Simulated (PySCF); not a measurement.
**Two runs on C$_{2}$H$_{9}$NSi$_{2}$**

System: C$_{2}$H$_{9}$NSi$_{2}$, SMILES C=C[SiH2]N[SiH3].
Method of run A: GIAO HF/pcSseg-1 NMR shielding, non-relativistic, gas phase (PySCF 2.14.0).

The geometry comes from this level: PBE0-D3(BJ)/def2-SVP. Text and figures count atoms from 1; the logs count them from 0 in places.

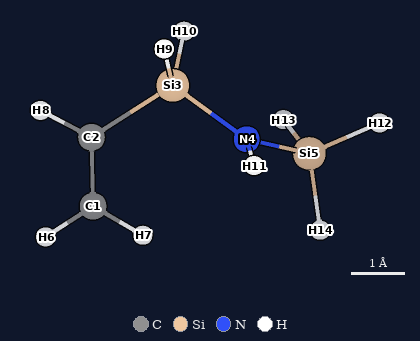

Figure 1. The input geometry (ball-and-stick view, seen at a tilt; atoms are numbered from 1 in the order of the input).

### The input, run A
```
{"job": {"kind": "nmr", "xc": "HF", "basis": "pcSseg-1", "pop": false}, "charge": 0, "multiplicity": 1}
C     -2.201720    -0.521103     0.181101
C     -1.746600     0.044390    -0.942609
Si    -0.025049     0.764183    -1.071446
N      0.824360     0.655177     0.446558
Si     2.013283    -0.510870     0.948652
H     -3.212427    -0.936256     0.264206
H     -1.568529    -0.593804     1.073669
H     -2.418191     0.096331    -1.810822
H     -0.132746     2.198559    -1.488042
H      0.771281     0.030833    -2.101860
H      0.594132     1.376743     1.125103
H      3.386202     0.072886     1.083382
H      2.049572    -1.586733    -0.084600
H      1.657971    -1.105366     2.276129
```

The first line tells a small driver script what to run in PySCF; the rest is the geometry in Å.

Launched with:
```bash
OMP_NUM_THREADS=1 python <driver script> task.json out
```

Hardware: 1 CPU thread, shared host.

### Output (run A)
```
final grid: 105608 points
cycle   1  E = -713.1977278808  dE =  2.434e-01  |g| = 3.982e-01  |ddm| = 3.181e+00
cycle   2  E = -713.2551497418  dE = -5.742e-02  |g| = 1.259e-01  |ddm| = 5.166e-01
cycle   3  E = -713.2600331959  dE = -4.883e-03  |g| = 6.347e-02  |ddm| = 1.700e-01
cycle   4  E = -713.2610541321  dE = -1.021e-03  |g| = 8.290e-03  |ddm| = 6.700e-02
cycle   5  E = -713.2610780164  dE = -2.388e-05  |g| = 1.922e-03  |ddm| = 1.323e-02
cycle   6  E = -713.2610801477  dE = -2.131e-06  |g| = 5.671e-04  |ddm| = 4.293e-03
cycle   7  E = -713.2610803198  dE = -1.721e-07  |g| = 2.219e-04  |ddm| = 1.163e-03
cycle   8  E = -713.2610803399  dE = -2.012e-08  |g| = 5.348e-05  |ddm| = 3.367e-04
cycle   9  E = -713.2610803417  dE = -1.831e-09  |g| = 1.529e-05  |ddm| = 1.301e-04
cycle  10  E = -713.2610803419  dE = -1.276e-10  |g| = 4.581e-06  |ddm| = 3.134e-05
converged SCF energy = -713.2610803419

GIAO shielding tensors (ppm)
atom      isotropic    diamagn.    paramagn.     s11        s22        s33       span
  0 C       45.665     255.131    -209.466   -101.529     62.153    176.372    277.901
  1 C       48.215     264.653    -216.438    -85.949     51.952    178.640    264.589
  2 Si     429.273     876.744    -447.471    386.449    424.882    476.487     90.038
  3 N      276.524     329.255     -52.731    257.650    263.155    308.766     51.116
  4 Si     443.426     874.957    -431.530    408.799    421.257    500.223     91.424
  5 H       25.339      28.850      -3.511     22.266     24.344     29.408      7.142
  6 H       25.408      33.633      -8.225     22.341     23.792     30.091      7.750
  7 H       25.618      30.068      -4.450     24.231     25.081     27.543      3.312
  8 H       27.244      29.176      -1.931     23.426     25.622     32.685      9.259
  9 H       27.267      30.049      -2.783     23.708     26.202     31.890      8.182
 10 H       32.268      33.395      -1.128     23.296     28.557     44.949     21.653
 11 H       27.360      27.994      -0.635     23.715     25.329     33.035      9.320
 12 H       27.435      29.668      -2.233     24.160     26.386     31.760      7.600
 13 H       27.309      28.979      -1.669     23.642     25.671     32.615      8.972
```

Run B used a changed input.

### The two runs side by side

| quantity | run A | run B |
| --- | --- | --- |
| outcome | converged | converged |
| total energy (hartree) | −713.261080 | −715.229798 |
| HOMO (eV) | −10.23 | −6.11 |
| LUMO (eV) | 3.49 | −1.22 |
| dipole moment (D) | 1.11 | 1.01 |
| shielding of C1 (ppm) | 45.7 | 42.7 |
| shielding of C2 (ppm) | 48.2 | 41.6 |
| shielding of Si3 (ppm) | 429.3 | 384.0 |
| shielding of N4 (ppm) | 276.5 | 261.9 |
| shielding of Si5 (ppm) | 443.4 | 398.4 |
| shielding of H9 (ppm) | 27.2 | 26.5 |
| shielding of H12 (ppm) | 27.4 | 26.6 |
| SCF iterations | 10 | 14 |
| basis functions | 144 | 144 |
| wall time (shared host) | 11 s | 28 s |

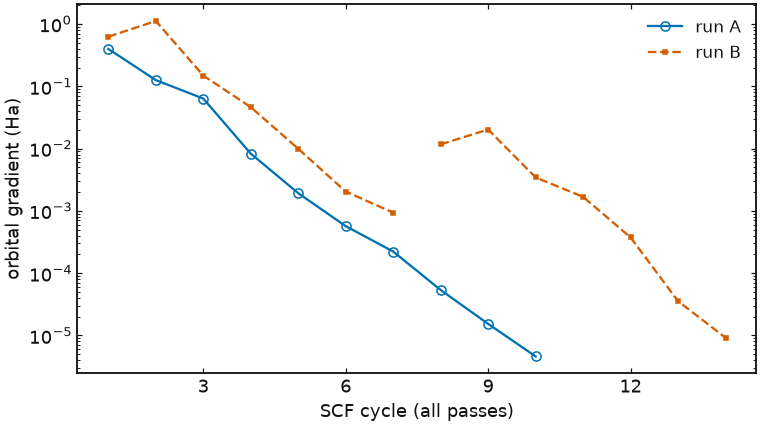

Figure 2. Convergence of the two runs: orbital gradient against the SCF cycle. A break in a curve parts two SCF passes (coarse and final grid). Run A takes 10 cycles in all, and run B takes 14.

Which change of the input explains these differences?

The change (lines with − go, lines with + come):
```diff
-"xc": "HF"
+"xc": "B97-D"
```

The total energies belong to different methods, so their difference says nothing on which is more stable or more accurate. The HOMO goes from −10.23 to −6.11 eV. The LUMO goes from 3.49 to −1.22 eV. The dipole moment goes from 1.11 to 1.01 D. Of all shieldings, the largest change is that of Si3, by −45.3 ppm. The method changes from HF to B97-D. Exact exchange removes part of the self-interaction error of semilocal functionals, which pushes filled and empty levels apart. The SCF takes 14 iterations against 10.

### Output (run B)
```
coarse grid: 12064 points
cycle   1  E = -715.1196506940  dE =  1.022e-01  |g| = 6.266e-01  |ddm| = 3.351e+00
cycle   2  E = -714.9103112472  dE =  2.093e-01  |g| = 1.118e+00  |ddm| = 1.578e+00
cycle   3  E = -715.2080952693  dE = -2.978e-01  |g| = 1.488e-01  |ddm| = 1.218e+00
cycle   4  E = -715.2136792693  dE = -5.584e-03  |g| = 4.632e-02  |ddm| = 1.845e-01
cycle   5  E = -715.2142385680  dE = -5.593e-04  |g| = 9.911e-03  |ddm| = 5.844e-02
cycle   6  E = -715.2142722868  dE = -3.372e-05  |g| = 2.042e-03  |ddm| = 1.753e-02
cycle   7  E = -715.2142732645  dE = -9.777e-07  |g| = 9.344e-04  |ddm| = 3.365e-03
final grid: 105608 points
cycle   8  E = -715.2297726550  dE = -4.599e-05  |g| = 1.169e-02  |ddm| = 2.730e-02
cycle   9  E = -715.2297041146  dE =  6.854e-05  |g| = 2.020e-02  |ddm| = 2.540e-02
cycle  10  E = -715.2297955268  dE = -9.141e-05  |g| = 3.439e-03  |ddm| = 1.856e-02
cycle  11  E = -715.2297976075  dE = -2.081e-06  |g| = 1.677e-03  |ddm| = 3.791e-03
cycle  12  E = -715.2297983534  dE = -7.459e-07  |g| = 3.737e-04  |ddm| = 1.495e-03
cycle  13  E = -715.2297983913  dE = -3.788e-08  |g| = 3.536e-05  |ddm| = 3.338e-04
cycle  14  E = -715.2297983916  dE = -3.213e-10  |g| = 9.166e-06  |ddm| = 5.057e-05
converged SCF energy = -715.2297983916

GIAO shielding tensors (ppm)
atom      isotropic    diamagn.    paramagn.     s11        s22        s33       span
  0 C       42.711     254.990    -212.280    -76.339     40.189    164.283    240.622
  1 C       41.573     261.536    -219.963    -68.354     32.006    161.067    229.421
  2 Si     383.977     882.104    -498.126    334.698    374.411    442.823    108.125
  3 N      261.891     324.790     -62.899    241.193    246.270    298.210     57.017
  4 Si     398.441     879.707    -481.266    358.331    368.309    468.684    110.353
  5 H       25.098      28.603      -3.505     22.500     24.822     27.972      5.472
  6 H       25.280      33.949      -8.668     22.214     24.180     29.447      7.232
  7 H       25.331      29.694      -4.363     23.739     25.464     26.792      3.053
  8 H       26.492      29.264      -2.771     22.724     25.138     31.616      8.892
  9 H       26.612      30.297      -3.686     23.185     25.846     30.805      7.619
 10 H       32.228      33.087      -0.859     23.699     29.356     43.629     19.930
 11 H       26.599      27.935      -1.336     22.895     24.705     32.197      9.302
 12 H       26.881      29.970      -3.090     23.931     25.832     30.878      6.947
 13 H       26.569      29.139      -2.570     22.836     25.077     31.795      8.959
```
